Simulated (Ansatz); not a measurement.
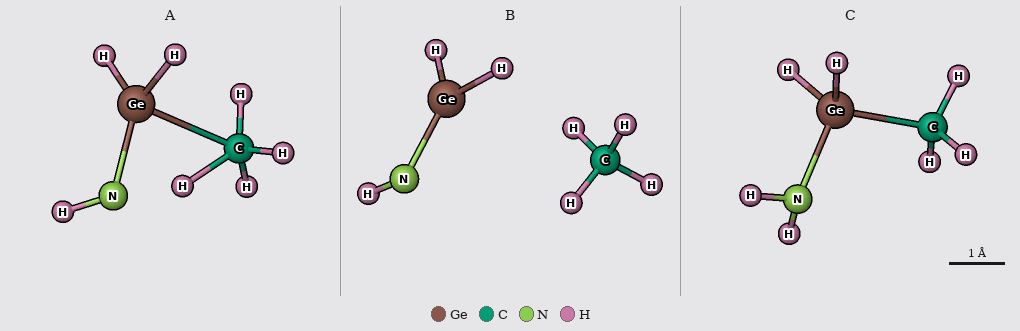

Three geometries of CH$_{7}$GeN: a saddle point and the two minima that it joins, in shuffled order. A ball-and-stick model, seen at a tilt. Sticks join atoms that are closer than about 1.2 times the sum of their covalent radii (a little more with hydrogen).

Stationary points at PBE0-D4/def2-TZVP, single-point energies with CCSD(T)/CBS, B3LYP-D4, wB97M-V (def2-TZVPP where no basis is named; Ansatz 0.2.0). The energies are electronic, without zero-point or thermal terms, and both ends are the minima reached downhill from the saddle, with any fragments still in contact. CCSD(T)/CBS stands for a frozen-core estimate: MP2 correlation extrapolated from def2-TZVPP and def2-QZVPP, CCSD(T) minus MP2 from the smaller set.

Question: Which frame is the transition state, what reaction does it lead through, and what barrier is to be expected?

Answer: Frame A is the saddle point. Counted by bonded pieces, C holds CH₇GeN and B holds CH₄ + GeH₃N. From C over the saddle to B, a bond forms: C–H (3.30 → 1.32 → 1.09 Å). Bonds break: C–Ge (1.95 → 2.25 → 3.56 Å), H–N (1.01 → 1.53 → 3.52 Å). The saddle has one imaginary mode, 1627i cm⁻¹. With CCSD(T)/CBS the barrier is 3.86 eV from C and 1.84 eV from B, and B lies 2.02 eV above C.

```csv
level,barrier from C (eV),barrier from B (eV),B less C (eV)
CCSD(T)/CBS,3.86,1.84,2.02
B3LYP-D4,3.80,1.85,1.95
wB97M-V,3.88,1.73,2.16
```

Against CCSD(T)/CBS, wB97M-V comes closest on the barrier from C (+0.02 eV) and B3LYP-D4 misses most (−0.06 eV).
